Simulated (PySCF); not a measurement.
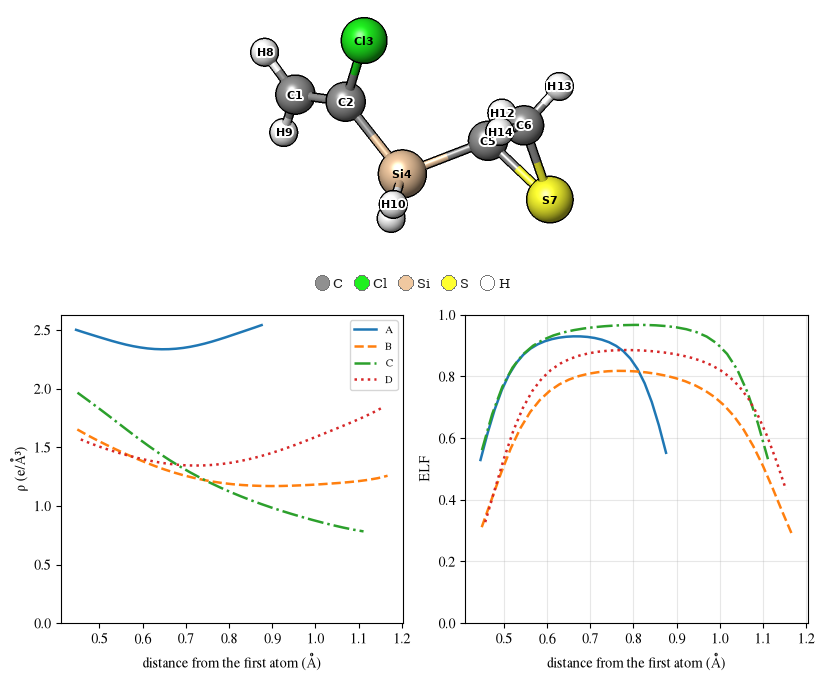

Figure. C4H7ClSSi (SMILES C=C(Cl)[SiH2][C@H]1CS1). Electron density and electron localisation function along straight lines between neighbouring atoms. The curves leave out the atomic cores. The structure is drawn too.

Geometry: GFN2-xTB.

Computed with PySCF, PBE0/pcSseg-1, SCF density, gas phase, non-relativistic.

Input

```
{"job": {"kind": "nmr", "xc": "PBE0", "basis": "pcSseg-1"}, "charge": 0, "multiplicity": 1}
C      2.764655    -0.325236     0.383802
C      1.571836     0.216425     0.211862
Cl     1.095984     1.573355     1.192107
Si     0.247718    -0.276392    -1.050045
C     -1.369537    -0.484057    -0.091502
C     -2.320995     0.644918     0.024051
S     -2.836631    -0.607178    -1.154429
H      3.475027     0.028989     1.113085
H      3.062863    -1.160378    -0.225036
H      0.080842     0.818753    -2.004544
H      0.610282    -1.541758    -1.686273
H     -1.395246    -1.206388     0.717952
H     -2.935886     0.721654     0.911291
H     -2.051590     1.596820    -0.414268
```

Launched as:

```sh
OMP_NUM_THREADS=1 python probes_run.py task.json out
```

Which curve belongs to which contact (C–C, C–Cl, C–S and C–Si)? The first atom named is at distance zero.

Answer. Curve A: C–C (1.32 Å): ρ is about 2.3 e/Å³ halfway; the ELF peaks at about 0.95 between the atoms: a multiple bond. Curve B: C–S (1.80 Å): the density is about 1.2 e/Å³ at the midpoint; the ELF peaks at about 0.80 between the atoms (a shared electron pair). Curve C: C–Si (1.89 Å): ρ at the midpoint is about 0.93 e/Å³; the ELF peaks at about 0.95 between the atoms: a covalent bond. Curve D: C–Cl (1.74 Å): ρ at the midpoint is about 1.4 e/Å³; the ELF peaks at about 0.90 between the atoms; a covalent bond.
